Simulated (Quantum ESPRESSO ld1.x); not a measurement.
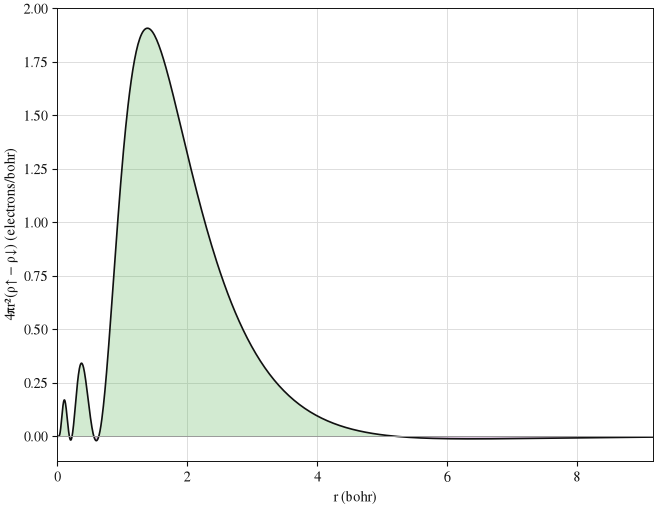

Os⁻ (Z = 76, 77 electrons); electrons: [Xe] 4f14 5d7 6s2 (high spin). Method: scalar-relativistic Kohn-Sham, LDA (Slater exchange, Perdew-Zunger correlation), spin-polarised, spherical densities, point nucleus, Perdew-Zunger self-interaction correction; computed with Quantum ESPRESSO ld1.x 7.5.

```
 &input
    atom='Os',
    iswitch=1,
    rel=1,
    lsd=1,
    dft='PZ',
    config='[Xe] 4f14 5d7 6s2',
    isic=1,
    verbosity='high',
    prefix='ld1',
    max_out_wfc=37,
    file_charge='ld1.rho',
 /
```

Command:
```bash
OMP_NUM_THREADS=1 ld1.x < ld1.in > ld1.out
```

The plot shows the radial spin density.

Q: Describe it and give its main numbers.

Answer: The curve integrates to 3 unpaired electrons, held by 5d (+3). Its largest value, 1.91 electrons/bohr, lies near r = 1.4 bohr. Regions of the opposite sign hold 0.041 electrons in all, from the polarisation of filled shells.
